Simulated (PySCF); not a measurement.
```xyz
13

C    -2.5059   -0.1013    0.2162
C    -1.1376   -0.1573   -0.2022
C    -0.1694   -0.4560   -1.1429
C     0.2207    0.0589    0.0803
O     1.1257    0.4530    0.8928
C     2.4773    0.3865    0.4634
F     2.6133    1.1187   -0.6362
F     2.7638   -0.8723    0.1508
H    -2.6586    0.6297    1.0095
H    -3.1682    0.0838   -0.6309
H    -2.7839   -1.0835    0.6166
H     0.1016   -0.8160   -2.1128
H     3.1170    0.7564    1.2778
```

Geometry: GFN2-xTB.

Computed with PBE0/pcSseg-1, SCF density, gas phase, non-relativistic in PySCF 2.14.0.

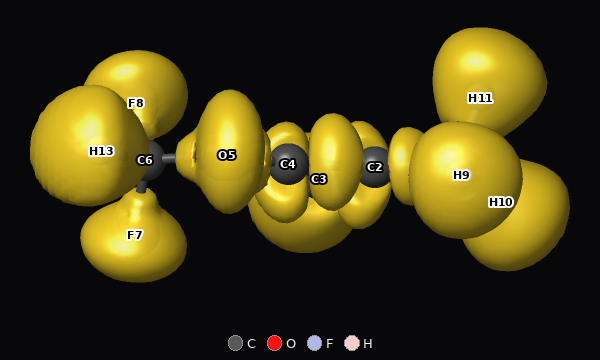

C5H5F2O (charge +1). Isosurface of the electron localisation function at 0.75 (yellow), seen from one side. Core shells and regions of very low density are left out.

> Identify the bonds, lone pairs and shells in this picture.

At this value the surface marks out four regions between bonded C–C atoms (shared pairs), five regions around hydrogen nuclei, two regions on F in which the atom's valence shell and bonds are merged and one region on O in which the atom's valence shell and bonds are merged.

Values along the shortest contacts:
C–O (1.28 Å): the ELF peaks at about 0.90 between the atoms (a short, strongly polar bond). C–F (1.33 Å): the ELF peaks at about 0.85 between the atoms (a polar covalent bond).
